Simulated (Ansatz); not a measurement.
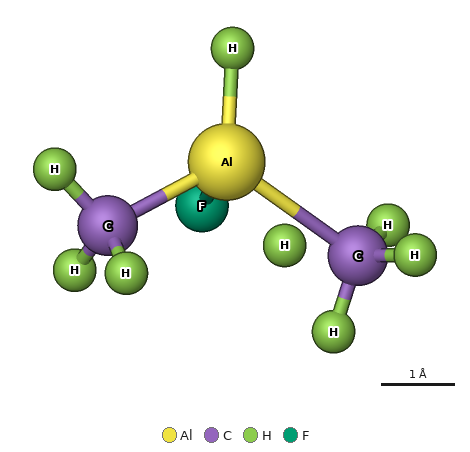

The structure as given in the input (ball-and-stick view, seen at a tilt). Sticks mark near contacts. Bond lengths as drawn: Al–C 1.97 to 2.32 Å, Al–F 1.99 Å, Al–H 1.56 Å and C–H 1.11 Å.

**Run report: C$_{2}$H$_{8}$AlF, geometry relaxation**

The run: geometry relaxation of C$_{2}$H$_{8}$AlF. Method and program: RKS BHLYP/6-31G* (Ansatz 0.2.0).

The input holds or restrains some coordinates. It belongs to a series of runs on one base structure; here: pulled along the bonds that form and break, towards end A.

### Log
```
The last accepted step is kept in [file] (removed where the run ends without a failure and the disk answers)
Engine: ansatz 0.2.0, aarch64-unknown-linux-gnu
Functional definition: BHLYP
  parameter a = 0.5
  exchange = (1 - a)*b88_x + a*exact_x
  correlation = lyp_c
906 factors; integrals over basis functions are off by at most 5.3e-4 eV
mean field evaluation 1: about -11508.5416 eV, gradient 5.0e1 eV
mean field evaluation 2: about -11509.6455 eV, gradient 4.5e1 eV
mean field evaluation 4: about -11513.8117 eV, gradient 2.0e0 eV
mean field evaluation 8: about -11513.8443 eV, gradient 4.5e-2 eV
mean field evaluation 16: about -11513.8443 eV, gradient 3.7e-5 eV
mean field -11513.84430322 eV, -423.1259737793 hartree, gradient 3.7e-5 eV, S^2 0.000000; 0 other end points of the search recorded, 0 dependent functions left out
the calculation of the forces begins
reference -11513.84446830 eV, -423.1259798460 hartree; 21, 21 occupied and 59, 59 virtual orbitals, 906 factors
relax step   1: F+E_penalty+E_count = -11513.84430322 eV  Δ(F+E_penalty+E_count) = +0.000e0 eV  max|allowed force component| = 3.641e0 eV/Å  E_restraint = 27.80565379 eV  max|allowed force component, restraints' pulls added| = 2.936e1 eV/Å  Δτ_max = 0.0000 Å  (25 SCF iters, accepted)
  distance Al 0 - F 10 = 1.9900 Å
  distance H 11 - C 1 = 1.4174 Å
  distance Al 0 - C 1 = 2.3200 Å
  distance H 11 - F 10 = 1.2727 Å
these checks for a lower state are left out or cut short: starts, cluster_reference, orbital_swaps, neighbouring_geometries, increment
906 factors; integrals over basis functions are off by at most 4.8e-4 eV
mean field -11514.24062640 eV, -423.1405383875 hartree, gradient 9.4e-6 eV, S^2 0.000000; 0 other end points of the search recorded, 0 dependent functions left out
[... from here on the field's lines of each further geometry are left out, up to the last ...]
relax step   2: F+E_penalty+E_count = -11514.24062640 eV  Δ(F+E_penalty+E_count) = -3.963e-1 eV  max|allowed force component| = 3.716e0 eV/Å  E_restraint = 13.81616736 eV  max|allowed force component, restraints' pulls added| = 2.191e1 eV/Å  Δτ_max = 0.1948 Å  (30 SCF iters, accepted)
relax step   3: F+E_penalty+E_count = -11514.35816389 eV  Δ(F+E_penalty+E_count) = -1.175e-1 eV  max|allowed force component| = 4.917e0 eV/Å  E_restraint = 5.16394041 eV  max|allowed force component, restraints' pulls added| = 1.185e1 eV/Å  Δτ_max = 0.1947 Å  (29 SCF iters, accepted)
relax step   4: F+E_penalty+E_count = -11514.47040648 eV  Δ(F+E_penalty+E_count) = -1.122e-1 eV  max|allowed force component| = 3.156e0 eV/Å  E_restraint = 0.82294832 eV  max|allowed force component, restraints' pulls added| = 5.626e0 eV/Å  Δτ_max = 0.1948 Å  (27 SCF iters, accepted)
relax step   5: F+E_penalty+E_count = -11514.99316465 eV  Δ(F+E_penalty+E_count) = -5.228e-1 eV  max|allowed force component| = 1.295e0 eV/Å  E_restraint = 0.02275447 eV  max|allowed force component, restraints' pulls added| = 9.723e-1 eV/Å  Δτ_max = 0.1947 Å  (28 SCF iters, accepted)
relax step   6: F+E_penalty+E_count = -11515.14258967 eV  Δ(F+E_penalty+E_count) = -1.494e-1 eV  max|allowed force component| = 6.545e-1 eV/Å  E_restraint = 0.01086150 eV  max|allowed force component, restraints' pulls added| = 1.044e0 eV/Å  Δτ_max = 0.1946 Å  (28 SCF iters, accepted)
relax step   7: F+E_penalty+E_count = -11515.15143051 eV  Δ(F+E_penalty+E_count) = -8.841e-3 eV  max|allowed force component| = 3.625e-1 eV/Å  E_restraint = 0.00231137 eV  max|allowed force component, restraints' pulls added| = 6.935e-1 eV/Å  Δτ_max = 0.1859 Å  (27 SCF iters, accepted)
relax step   8: F+E_penalty+E_count = -11515.18960828 eV  Δ(F+E_penalty+E_count) = -3.818e-2 eV  max|allowed force component| = 6.209e-1 eV/Å  E_restraint = 0.00271406 eV  max|allowed force component, restraints' pulls added| = 2.807e-1 eV/Å  Δτ_max = 0.0938 Å  (28 SCF iters, accepted)
the calculation of the forces begins
reference -11515.19890096 eV, -423.1757543282 hartree; 21, 21 occupied and 59, 59 virtual orbitals, 906 factors
relax step   9: F+E_penalty+E_count = -11515.19873714 eV  Δ(F+E_penalty+E_count) = -9.129e-3 eV  max|allowed force component| = 2.763e-1 eV/Å  E_restraint = 0.00204874 eV  max|allowed force component, restraints' pulls added| = 4.499e-2 eV/Å  Δτ_max = 0.0699 Å  (26 SCF iters, accepted)
```

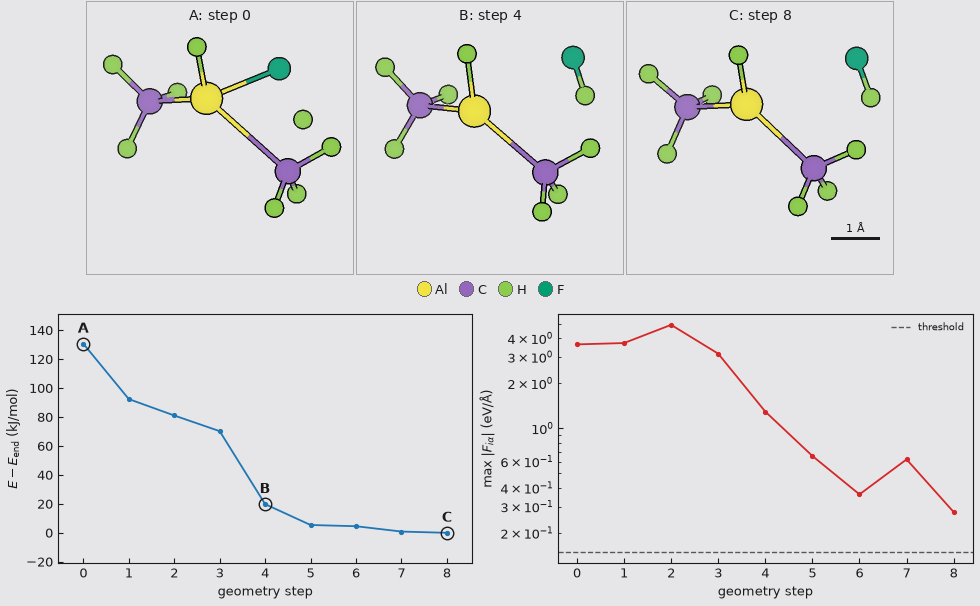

Frames of the restrained relaxation (ball-and-stick view, seen at a tilt) above the curves, on which the letters mark them (the first geometry is step 0 here and step 1 in the log).

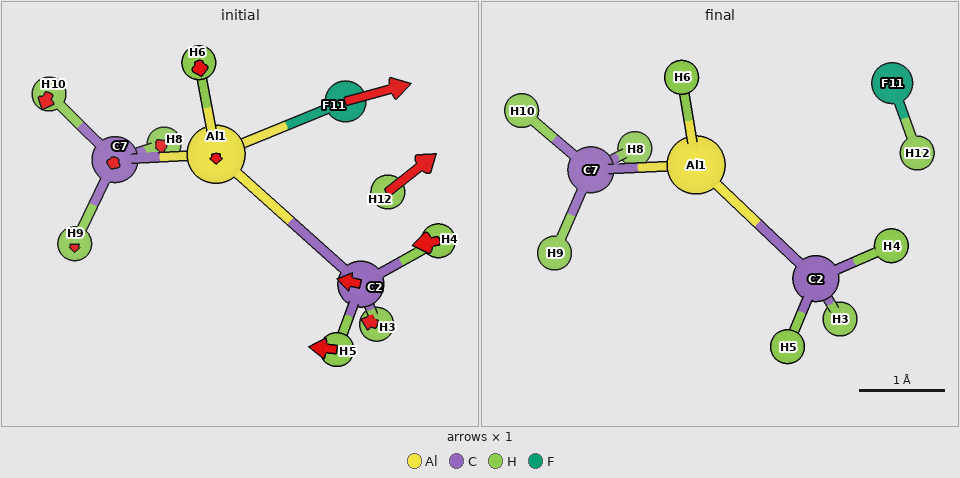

Before (left) and after (right) the restrained relaxation, at one scale (ball-and-stick view, seen at a tilt). The red arrows give the displacements, at true length. The largest moves after the best rigid fit, 0.86 Å, are those of F11 and H12. By element the largest moves are H 0.86 Å, F 0.86 Å, C 0.30 Å, Al 0.13 Å. Distances before and after: Al1–F11 1.990 → 2.880 Å, Al1–C2 2.320 → 1.971 Å, F11–H12 1.273 → 0.925 Å, Al1–H6 1.560 → 1.587 Å. New bonds form: F11–H12 (1.27 → 0.93 Å). Bonds break: Al1–F11 (1.99 → 2.88 Å). Among the angles that change: Al1–C2–H3 109.5° → 114.3°, H3–C2–H5 109.4° → 105.5°, Al1–C2–H4 109.5° → 112.9°. The energy falls by 130.7 kJ/mol in 8 geometry steps. Largest force component: 3.6 eV/Å at the start, 0.28 eV/Å at the end. (Atoms are counted from 1 in the order of the input.)

```
  distance Al 0 - F 10 = 2.8798 Å
  distance H 11 - C 1 = 2.3120 Å
  distance Al 0 - C 1 = 1.9712 Å
  distance H 11 - F 10 = 0.9253 Å
906 factors; integrals over basis functions are off by at most 7.4e-4 eV
mean field -11515.19873714 eV, -423.1757483079 hartree, gradient 2.6e-5 eV, S^2 0.000000; 1 other end points of the search recorded, 0 dependent functions left out
the calculation of the forces begins
reference -11515.19890096 eV, -423.1757543282 hartree; 21, 21 occupied and 59, 59 virtual orbitals, 906 factors
Total energy: -11515.19890096 eV, -423.1757543282 hartree
Atom 0 at    -0.014440     0.101625     0.093980 Å, force     0.028730    -0.276254     0.053953 eV/Å
Atom 1 at    -0.035550     0.136244     2.064769 Å, force     0.009450     0.068083     0.061966 eV/Å
Atom 2 at    -0.970614    -0.208303     2.509133 Å, force    -0.004522    -0.001259    -0.007322 eV/Å
Atom 3 at     0.791514    -0.421302     2.509132 Å, force    -0.001858     0.003658    -0.014182 eV/Å
Atom 4 at     0.096187     1.159182     2.420870 Å, force    -0.013575     0.016216     0.007921 eV/Å
Atom 5 at     1.402760     0.153604    -0.617719 Å, force    -0.017965    -0.009785     0.005826 eV/Å
Atom 6 at    -1.678961     0.174090    -0.931257 Å, force    -0.018246    -0.010621    -0.011749 eV/Å
Atom 7 at    -2.230506    -0.758312    -0.804287 Å, force    -0.030342     0.006807    -0.012460 eV/Å
Atom 8 at    -2.342631     0.973160    -0.599952 Å, force     0.018482    -0.009370     0.023854 eV/Å
Atom 9 at    -1.513668     0.306926    -1.998313 Å, force     0.013549    -0.003615     0.003963 eV/Å
Atom 10 at    -0.171878    -2.618802     1.025653 Å, force     0.016455     0.224304    -0.203526 eV/Å
Atom 11 at    -0.198314    -2.157812     1.827490 Å, force    -0.000156    -0.008164     0.091758 eV/Å
Dipole moment:    -0.133937     0.123886     0.352070 e Å
```

### Trajectory as extended XYZ (Å, eV, eV/Å), 9 frames, from step=1 to step=9
```
12
Properties=species:S:1:pos:R:3:forces:R:3 step=1 energy=-11513.84430
Al    0.0000    0.0000    0.0000   -0.8546  -2.4734   1.3471
C     0.0000    0.0000    2.3200   -0.4037  -0.3528  -0.9614
H    -0.9996   -0.3092    2.6905    0.4947   0.6400   0.4428
H     0.7676   -0.7111    2.6905   -0.0268   0.7717   0.6841
H     0.2320    1.0203    2.6905   -0.0897  -0.9705  -0.3113
H     1.3510    0.0000   -0.7800    0.4228   0.4226   0.1759
C    -1.7060    0.0000   -0.9850   -0.1829   0.8130   0.1212
H    -2.2662   -0.9305   -0.7558    0.4095   0.7305  -0.1394
H    -2.3102    0.8797   -0.6796    0.0017  -0.6392  -0.5251
H    -1.5043    0.0508   -2.0753   -0.2981   0.0262   0.7035
F    -0.2549   -1.8712    0.6275    0.4876   1.2051   2.1033
H    -0.1755   -1.2885    1.7562    0.0396  -0.1732  -3.6407
12
Properties=species:S:1:pos:R:3:forces:R:3 step=2 energy=-11514.24063
Al    0.0084    0.1179    0.0463   -0.7100  -1.9623   1.1070
C     0.0105    0.0941    2.2921   -0.6341  -2.9541  -1.3704
H    -0.9846   -0.2924    2.6896    0.9607   1.0869  -0.3361
H     0.7579   -0.6864    2.6896   -0.5222   1.5236  -0.3380
H     0.2364    1.0373    2.6968    0.2589   0.9816   0.7627
H     1.3534    0.0066   -0.7759    0.1894   0.3870   0.2702
C    -1.7018    0.0085   -0.9801    0.1636   0.5310   0.2411
H    -2.2609   -0.9229   -0.7562    0.4357   0.6835  -0.0502
H    -2.3131    0.8758   -0.6849   -0.1683  -0.4226  -0.4296
H    -1.5066    0.0515   -2.0687   -0.1947   0.0476   0.6448
F    -0.2696   -2.0036    0.7074    0.4616   2.1972   3.2142
H    -0.1961   -1.4461    1.6435   -0.2408  -2.0993  -3.7159
12
Properties=species:S:1:pos:R:3:forces:R:3 step=3 energy=-11514.35816
Al    0.0192    0.2456    0.0864   -0.6563  -2.0314   0.5853
C     0.0190    0.1747    2.2556   -0.9054  -4.9170  -1.1371
H    -0.9691   -0.2764    2.6776    1.2496   1.5114  -0.8359
H     0.7471   -0.6627    2.6754   -0.7285   2.0917  -0.9700
H     0.2419    1.0629    2.7138    0.4669   2.0723   1.4114
H     1.3534    0.0106   -0.7719   -0.0048   0.5071   0.4044
C    -1.6963    0.0136   -0.9754    0.4189   0.5987   0.4186
H    -2.2557   -0.9159   -0.7557    0.4882   0.5971   0.0642
H    -2.3162    0.8723   -0.6893   -0.3117  -0.3000  -0.4010
H    -1.5078    0.0519   -2.0620   -0.0909   0.0674   0.5677
F    -0.2828   -2.1159    0.7854    0.0726  -0.2032  -0.7396
H    -0.2187   -1.6203    1.5596    0.0014   0.0059   0.6320
12
Properties=species:S:1:pos:R:3:forces:R:3 step=4 energy=-11514.47041
Al    0.0215    0.3375    0.1407   -0.5381  -2.1747  -0.3820
C     0.0217    0.2278    2.2023   -0.4125  -3.1562   0.4237
H    -0.9372   -0.2266    2.6387    0.7507   1.3391  -0.8664
H     0.7297   -0.5964    2.6293   -0.3958   1.7119  -1.0783
H     0.2510    1.1132    2.7467    0.0834   0.6492   0.4541
H     1.3468    0.0351   -0.7503   -0.1424   0.6166   0.5520
C    -1.6809    0.0337   -0.9587    0.4251   0.5763   0.5005
H    -2.2346   -0.8966   -0.7483    0.4808   0.4247   0.2023
H    -2.3325    0.8694   -0.7006   -0.3926  -0.0974  -0.2955
H    -1.5047    0.0577   -2.0432    0.0948   0.1129   0.4380
F    -0.3030   -2.3015    0.7970   -0.0451  -0.8577  -1.7628
H    -0.2439   -1.8130    1.5458    0.0917   0.8553   1.8143
12
Properties=species:S:1:pos:R:3:forces:R:3 step=5 energy=-11514.99316
Al    0.0069    0.2701    0.1601   -0.5357  -0.8488  -0.5060
C     0.0162    0.2326    2.1511   -0.0975  -1.2947   0.7945
H    -0.9515   -0.1337    2.5689    0.4542   0.4430  -0.4085
H     0.7631   -0.5141    2.5416   -0.3827   0.6927  -0.5084
H     0.2468    1.1331    2.7154   -0.0134   0.1685  -0.2366
H     1.3472    0.1227   -0.6744    0.1296   0.2534   0.2099
C    -1.6725    0.0889   -0.9200    0.1767   0.1635   0.2281
H    -2.1800   -0.8599   -0.7050    0.1809   0.2262   0.1173
H    -2.3916    0.8864   -0.7227   -0.0324  -0.0860  -0.0606
H    -1.4709    0.0834   -1.9961    0.0816   0.0995   0.2507
F    -0.3135   -2.4954    0.8117    0.0635   0.2006  -0.3454
H    -0.2662   -1.9737    1.5689   -0.0247  -0.0180   0.4651
12
Properties=species:S:1:pos:R:3:forces:R:3 step=6 energy=-11515.14259
Al   -0.0091    0.2451    0.1219    0.1472  -0.6263  -0.1317
C    -0.0034    0.1844    2.0928    0.0470  -0.3381   0.6545
H    -0.9685   -0.1394    2.5172    0.2589   0.1292  -0.2079
H     0.7702   -0.5091    2.4814   -0.2859   0.3212  -0.2704
H     0.2217    1.1285    2.5944   -0.0280   0.0022  -0.1711
H     1.4026    0.2096   -0.6428   -0.2247   0.1505   0.1654
C    -1.6764    0.1299   -0.9032    0.0153   0.0400  -0.1140
H    -2.1609   -0.8261   -0.6832    0.0559   0.1102   0.0207
H    -2.4117    0.9109   -0.7055    0.0650  -0.0374   0.0094
H    -1.4626    0.1347   -1.9736   -0.0754   0.0377   0.0878
F    -0.2782   -2.5273    0.8859    0.0331   0.4321   0.1962
H    -0.2898   -2.1009    1.7143   -0.0085  -0.2215  -0.2390
12
Properties=species:S:1:pos:R:3:forces:R:3 step=7 energy=-11515.15143
Al   -0.0224    0.0864    0.1072    0.0938   0.3625  -0.0549
C    -0.0287    0.1406    2.0775   -0.0077  -0.1465  -0.0700
H    -0.9839   -0.1478    2.5200    0.0747  -0.0036   0.0548
H     0.7691   -0.4819    2.4900   -0.0492   0.0382   0.1118
H     0.1831    1.1491    2.4351   -0.0197  -0.0097  -0.0385
H     1.3693    0.2492   -0.6304    0.0955  -0.1711   0.0462
C    -1.6648    0.1872   -0.9359   -0.0649  -0.2723  -0.0299
H    -2.1277   -0.7868   -0.7772   -0.3016  -0.0536  -0.1152
H    -2.3929    0.9347   -0.6231    0.0931  -0.0163   0.0795
H    -1.5134    0.2909   -2.0099    0.0697   0.0261   0.1063
F    -0.2260   -2.6324    1.0300    0.0293   0.2026  -0.3569
H    -0.2278   -2.1489    1.8161   -0.0131   0.0440   0.2667
12
Properties=species:S:1:pos:R:3:forces:R:3 step=8 energy=-11515.18961
Al   -0.0014    0.1403    0.0971   -0.1109  -0.6209   0.0978
C    -0.0306    0.1354    2.0681    0.0485   0.3027   0.0408
H    -0.9736   -0.1794    2.5166    0.0061  -0.0354  -0.0465
H     0.7873   -0.4314    2.5162   -0.0040  -0.0145  -0.0198
H     0.1232    1.1610    2.4122   -0.0052  -0.0167   0.0801
H     1.4078    0.1642   -0.6212    0.0466   0.0725  -0.0057
C    -1.6716    0.1516   -0.9217    0.0083   0.1097   0.0126
H    -2.1987   -0.7972   -0.8085    0.0469   0.0210   0.0023
H    -2.3533    0.9272   -0.5722   -0.0270   0.0005  -0.0230
H    -1.5060    0.3104   -1.9848   -0.0351  -0.0060  -0.0186
F    -0.2227   -2.5868    0.9898    0.0331   0.1717  -0.1989
H    -0.2266   -2.1550    1.8077   -0.0072   0.0153   0.0788
12
Properties=species:S:1:pos:R:3:forces:R:3 step=9 energy=-11515.19874
Al   -0.0144    0.1016    0.0940    0.0287  -0.2763   0.0540
C    -0.0355    0.1362    2.0648    0.0095   0.0681   0.0620
H    -0.9706   -0.2083    2.5091   -0.0045  -0.0013  -0.0073
H     0.7915   -0.4213    2.5091   -0.0019   0.0037  -0.0142
H     0.0962    1.1592    2.4209   -0.0136   0.0162   0.0079
H     1.4028    0.1536   -0.6177   -0.0180  -0.0098   0.0058
C    -1.6790    0.1741   -0.9313   -0.0182  -0.0106  -0.0117
H    -2.2305   -0.7583   -0.8043   -0.0303   0.0068  -0.0125
H    -2.3426    0.9732   -0.6000    0.0185  -0.0094   0.0239
H    -1.5137    0.3069   -1.9983    0.0135  -0.0036   0.0040
F    -0.1719   -2.6188    1.0257    0.0165   0.2243  -0.2035
H    -0.1983   -2.1578    1.8275   -0.0002  -0.0082   0.0918
```

This output came from the following input.

### The input
```yaml
crystal:
  periodic: [false, false, false]
  atoms:
    - { symbol: Al, position_ang: [0.0, 0.0, 0.0] }
    - { symbol: C, position_ang: [0.0, 0.0, 2.32] }
    - { symbol: H, position_ang: [-0.9996, -0.3092, 2.6905] }
    - { symbol: H, position_ang: [0.7676, -0.7111, 2.6905] }
    - { symbol: H, position_ang: [0.232, 1.0203, 2.6905] }
    - { symbol: H, position_ang: [1.351, 0.0, -0.78] }
    - { symbol: C, position_ang: [-1.706, 0.0, -0.985] }
    - { symbol: H, position_ang: [-2.2662, -0.9305, -0.7558] }
    - { symbol: H, position_ang: [-2.3102, 0.8797, -0.6796] }
    - { symbol: H, position_ang: [-1.5043, 0.0508, -2.0753] }
    - { symbol: F, position_ang: [-0.2549, -1.8712, 0.6275] }
    - { symbol: H, position_ang: [-0.1755, -1.2885, 1.7562] }
basis:
  gaussian: { orbitals: "6-31G*" }
hamiltonian:
  xc: { name: BHLYP }
relax:
  f_tol: 0.15
  max_steps: 25
  restrain:
    - { distance: [0, 10], at: 2.89, k: 30.0 }
    - { distance: [11, 1], at: 2.31, k: 30.0 }
    - { distance: [0, 1], at: 1.97, k: 30.0 }
    - { distance: [11, 10], at: 0.92, k: 30.0 }
```

Command:
```bash
ansatz run input.yaml --threads 1 --pin off --max-ram 2048MiB --backend cpu --events-out ev --progress --plain --runs-dir out
```

### Key numbers

- outcome: converged under the restraints of the input
- total energy: −11515.1989 eV
- mean-field energy: −11515.1989 eV
- largest force (length of the vector) at the end, held atoms and coordinates included: 0.303 eV/Å
- hardware: 1 thread of Arm Neoverse V2, 24 GiB of memory available, shared host
- wall time: 36 s
- peak memory: 0.16 GiB
